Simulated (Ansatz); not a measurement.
F3H5InNSi

```json
{"atom": "F", "x (Å)": "-1.9484", "y (Å)": "0.8671", "z (Å)": "-1.2992"}
{"atom": "F", "x (Å)": "0.5889", "y (Å)": "0.2224", "z (Å)": "0.8083"}
{"atom": "F", "x (Å)": "-2.6086", "y (Å)": "0.0563", "z (Å)": "1.8952"}
{"atom": "In", "x (Å)": "-1.3068", "y (Å)": "0.6217", "z (Å)": "0.5521"}
{"atom": "N", "x (Å)": "-1.3307", "y (Å)": "2.8767", "z (Å)": "0.8023"}
{"atom": "Si", "x (Å)": "-1.8877", "y (Å)": "3.6888", "z (Å)": "-0.7340"}
{"atom": "H", "x (Å)": "-1.9381", "y (Å)": "3.0944", "z (Å)": "1.5966"}
{"atom": "H", "x (Å)": "-0.3861", "y (Å)": "3.1652", "z (Å)": "1.0700"}
{"atom": "H", "x (Å)": "-3.2788", "y (Å)": "3.2484", "z (Å)": "-0.9815"}
{"atom": "H", "x (Å)": "-1.8628", "y (Å)": "5.1571", "z (Å)": "-0.4589"}
{"atom": "H", "x (Å)": "-0.9001", "y (Å)": "3.3577", "z (Å)": "-1.7853"}
```

Geometry: PBE0-D4/def2-SVP; core potentials replace the inner electrons of In.

Theory: Ansatz, isolated molecule in a Gaussian basis; Kohn-Sham density functional theory, functional PBE0.

What can the converged electron density and electron localisation function tell about the bonding?

Si–N (1.82 Å): ρ at the midpoint is about 0.91 e/Å³; the ELF peaks at about 0.95 between the atoms (a shared but strongly polarised pair).
In–F (1.97 Å): ρ is about 0.68 e/Å³ halfway; the ELF peaks at about 0.85 in the valence shell of F, 0.5 Å from its nucleus, and drops to about 0.10 between the two atoms.
In–N (2.27 Å): ρ at the midpoint is about 0.43 e/Å³; the ELF peaks at about 0.90 in the valence shell of N, 0.7 Å from its nucleus, and drops to about 0.10 between the two atoms.
Si–H (1.49 Å): the density is about 0.78 e/Å³ at the midpoint; the ELF climbs to about 1 towards the hydrogen, as it does in any bond to H.

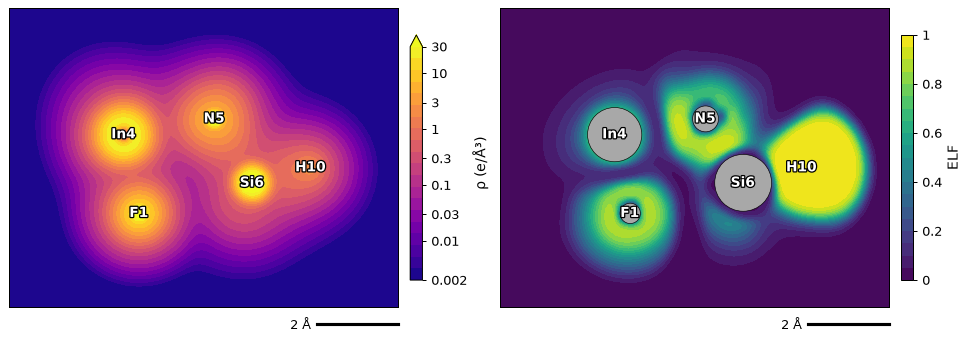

Computed electron density and electron localisation function on the plane of atoms In4, N5 and Si6, in this order. Grey discs cover the atomic cores in the ELF map. 
